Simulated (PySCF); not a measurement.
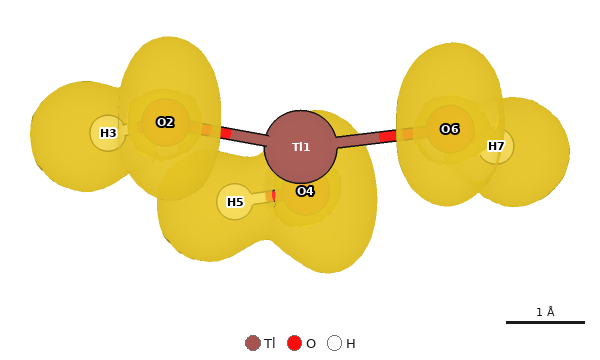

Figure. H3O3Tl (Tl(OH)3). Isosurface of the electron localisation function at 0.75 (yellow), seen from one side. Core shells and regions of very low density are left out.

Core potentials replace the inner electrons of Tl.

Method: PySCF, RKS r2SCAN, Tl def2-SVP with ECP60, O def2-SVP, H def2-SVP; non-relativistic Hamiltonian with scalar-relativistic core potentials where named; density fitting.

```yaml
atoms:
  - { symbol: Tl, position_ang: [0.6563, -0.0205, 0.1857] }
  - { symbol: O, position_ang: [-0.4323, -0.0053, 1.9629] }
  - { symbol: H, position_ang: [-1.3663, 0.0519, 1.7036] }
  - { symbol: O, position_ang: [-0.1660, 0.0120, -1.7609] }
  - { symbol: H, position_ang: [-1.1325, -0.0116, -1.6771] }
  - { symbol: O, position_ang: [2.7318, -0.0525, 0.1030] }
  - { symbol: H, position_ang: [2.9390, -0.0621, -0.8460] }
```

Question: What do the ELF domains correspond to?

Answer: The surface consists of three joined regions spread over several atoms (H, O), in which their bonds and any lone pairs are merged.

Values along the shortest contacts:
Tl–O (2.08 Å): the ELF peaks at about 0.80 in the valence shell of O, 0.5 Å from its nucleus, and drops to about 0.20 between the two atoms. O–H (0.97 Å): the ELF climbs to about 1 towards the hydrogen, as it does in any bond to H; an ordinary covalent bond to hydrogen.
